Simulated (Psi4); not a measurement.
**UM06-2X/def2-SVPD run of SiN2H5 (SMILES N[SiH]N)**

Aim: the vertical electron affinity of SiN2H5 at UM06-2X/def2-SVPD, from 2 runs. 

Program for the calculation: Psi4 1.11.

4 further runs of the same task are left out: 4 set aside as unsound or not needed.

## (1) Starting point

SiN2H5: 8 atoms, total charge 0, spin state doublet. As SMILES, `N[SiH]N`. The shape is that of a PBE0-D4/def2-TZVP optimisation. This is one conformer, not always the lowest.

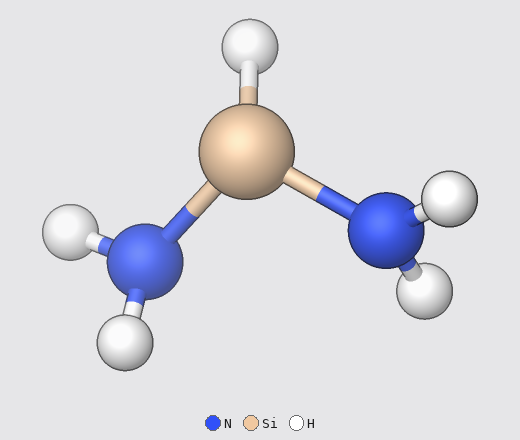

The structure, seen from a chosen angle (nitrogen blue, silicon light orange, hydrogen white).

## (2) The energy at UM06-2X/def2-SVPD

h5n2si.xyz reads:

```xyz
8
H5N2Si
N     -1.027000     0.622100    -0.768300
Si     0.527700     0.579900    -0.050700
N      0.789500    -1.052600     0.425100
H     -1.817900     0.144500    -0.364600
H     -1.296600     1.349400    -1.406800
H      0.716400     1.354100     1.225100
H      0.730800    -1.794000    -0.255200
H      1.468900    -1.260500     1.139500
```

h5n2si.py reads:

```python
import psi4

psi4.set_memory('2200 MB')
psi4.set_num_threads(1)
psi4.set_output_file('h5n2si.out', False)

with open('h5n2si.xyz') as f:
    atoms = ''.join(f.readlines()[2:])
geom = psi4.geometry('0 2\n' + atoms + 'symmetry c1\nno_reorient\nno_com')

psi4.set_options({
    'basis': 'def2-SVPD',
    'reference': 'uks',
    'puream': True,
    'e_convergence': 1e-09,
    'd_convergence': 1e-08,
    'scf_type': 'pk',
    'dft_radial_points': 99,
    'dft_spherical_points': 590,
    'maxiter': 100,
})

energy_value = psi4.energy("m06-2x")
print('E =', round(energy_value, 9))
```

Launch:

```console
python h5n2si.py
```

h5n2si.out:

```text
[...]
  Running in c1 symmetry.
[...]
  Nuclear repulsion =  111.028710907775093
[...]
  Multiplicity = 2
[...]
  Nalpha       = 17
  Nbeta        = 16
[...]
    Number of basis functions: 104
[...]
   @UKS iter   1:  -401.49010827812094   -2.59312e-01   7.66698e-03 DIIS/ADIIS
[...]
   @UKS iter  13:  -401.77390964010368   -2.67164e-12   3.55101e-09 DIIS
[...]
   @S^2 Observed:                7.529933231E-01
[...]
    Orbital Energies [Eh]
    ---------------------
    Alpha Occupied:
       1A    -67.029513     2A    -14.739823     3A    -14.735234
       4A     -5.559525     5A     -3.875814     6A     -3.871430
       7A     -3.870620     8A     -0.950764     9A     -0.924899
      10A     -0.604750    11A     -0.566501    12A     -0.558819
      13A     -0.479173    14A     -0.429501    15A     -0.367558
      16A     -0.328271    17A     -0.219444
    Alpha Virtual:
      18A      0.040318    19A      0.053689    20A      0.090684
      21A      0.110151    22A      0.114443    23A      0.124021
      24A      0.133790    25A      0.151001    26A      0.166679
[...]
  @UKS Final Energy:  -401.77390964010368
   => Energetics <=
    Nuclear Repulsion Energy =            111.0287109077750927
    One-Electron Energy =                -773.4392712162582484
    Two-Electron Energy =                 278.1006534784387441
    DFT Exchange-Correlation Energy =     -17.4640028100593163
    Empirical Dispersion Energy =           0.0000000000000000
    VV10 Nonlocal Energy =                  0.0000000000000000
    Total Energy =                       -401.7739096401036818
[...]
 Multipole Moments:
 ------------------------------------------------------------------------------------
     Multipole            Electronic (a.u.)      Nuclear  (a.u.)        Total (a.u.)
 ------------------------------------------------------------------------------------
 L = 1.  Multiply by 2.5417464519 to convert [e a0] to [Debye]
 Dipole X            :        -10.6111885           10.4443273           -0.1668611
 Dipole Y            :         -9.5565584            9.2570124           -0.2995460
 Dipole Z            :          5.1606183           -5.2424782           -0.0818599
 Magnitude           :                                                    0.3525216
[...]
```

Standard output:

```text
E = -401.77390964
```

It took 89 s on 1 thread of AMD EPYC 7R43 (Zen 3), shared host; peak memory 1 GiB.

## (3) The singlet anion: energy and forces at M06-2X/def2-SVPD

h5n2si.in reads:

```
memory 2.2 GB

molecule mol {
  -1 1
  N     -1.027000     0.622100    -0.768300
  Si     0.527700     0.579900    -0.050700
  N      0.789500    -1.052600     0.425100
  H     -1.817900     0.144500    -0.364600
  H     -1.296600     1.349400    -1.406800
  H      0.716400     1.354100     1.225100
  H      0.730800    -1.794000    -0.255200
  H      1.468900    -1.260500     1.139500
  symmetry c1
  no_reorient
  no_com
}

set basis def2-SVPD
set puream true
set e_convergence 1e-09
set d_convergence 1e-08
set scf_type pk
set dft_radial_points 99
set dft_spherical_points 590

energy_value, wavefunction = gradient("m06-2x", return_wfn=True)
```

Launch:

```console
psi4 -i h5n2si.in -o h5n2si.out -n 1
```

h5n2si.out:

```text
[...]
  Running in c1 symmetry.
[...]
  Nuclear repulsion =  111.028710907775093
[...]
  Multiplicity = 1
[...]
  Nalpha       = 17
  Nbeta        = 17
[...]
    Number of basis functions: 104
[...]
   @RKS iter   1:  -401.35862031568854   -1.27824e-01   8.55830e-03 DIIS/ADIIS
[...]
   @RKS iter  13:  -401.76280617980962   -1.03455e-11   5.17419e-09 DIIS
[...]
    Orbital Energies [Eh]
    ---------------------
    Doubly Occupied:
       1A    -66.776905     2A    -14.540737     3A    -14.537600
       4A     -5.309553     5A     -3.622907     6A     -3.622204
       7A     -3.620165     8A     -0.752100     9A     -0.728859
      10A     -0.392851    11A     -0.373145    12A     -0.362572
      13A     -0.276569    14A     -0.209709    15A     -0.159376
      16A     -0.129106    17A      0.045871
[...]
  @RKS Final Energy:  -401.76280617980962
   => Energetics <=
    Nuclear Repulsion Energy =            111.0287109077750927
    One-Electron Energy =                -780.4935835876051442
    Two-Electron Energy =                 285.2809373582537660
    DFT Exchange-Correlation Energy =     -17.5788708582333584
    Empirical Dispersion Energy =           0.0000000000000000
    VV10 Nonlocal Energy =                  0.0000000000000000
    Total Energy =                       -401.7628061798096155
[...]
 Multipole Moments:
 ------------------------------------------------------------------------------------
     Multipole            Electronic (a.u.)      Nuclear  (a.u.)        Total (a.u.)
 ------------------------------------------------------------------------------------
 L = 1.  Multiply by 2.5417464519 to convert [e a0] to [Debye]
 Dipole X            :        -11.8608841           10.4443273           -1.4165568
 Dipole Y            :        -10.9375040            9.2570124           -1.6804916
 Dipole Z            :          5.8125753           -5.2424782            0.5700971
 Magnitude           :                                                    2.2706157
[...]
  -Total Gradient:
     Atom            X                  Y                   Z
    ------   -----------------  -----------------  -----------------
       1        0.032156385378     0.007649116549    -0.000011943124
       2       -0.064456075533    -0.057320553203     0.044611372259
       3        0.012719715009     0.039433942291    -0.023178200185
       4        0.014356325167     0.003525415072    -0.005287228603
       5       -0.002904062838    -0.000740574133     0.001784715541
       6        0.013077934014     0.007510425940    -0.018756921381
       7       -0.003839807193    -0.001181205298     0.002593209303
       8       -0.001236669144     0.000955970918    -0.001810737444
[...]
```

Wall time 59 s (1 thread of AMD EPYC 7R43 (Zen 3), shared host); peak memory 1 GiB.

## (4) Summary of results

Level: UM06-2X/def2-SVPD.

```
                                                            quantity          value
                                        doublet SiN2H5: total energy  -401.77391 Eh
                                       doublet SiN2H5: dipole moment         0.90 D
                  doublet SiN2H5: HOMO energy (highest over α and β)       -5.97 eV
                   doublet SiN2H5: LUMO energy (lowest over α and β)       -1.37 eV
                                                doublet SiN2H5: ⟨S²⟩          0.753
                                         singlet anion: total energy  -401.76281 Eh
                                          singlet anion: HOMO energy        1.25 eV
                                          singlet anion: LUMO energy        5.39 eV
singlet anion: HOMO–LUMO gap (to an unbound level, set by the basis)        4.14 eV
                             singlet anion: largest force on an atom     4.994 eV/Å
                   vertical electron affinity (to the singlet anion)      -0.302 eV
```

What this shows: The anion lies 0.30 eV (7.0 kcal/mol) above the neutral: the electron isn't bound at this level, and such a value depends on the basis. The HOMO (singlet anion) lies at positive energy, 1.25 eV; only total energies tell whether the electron is bound.
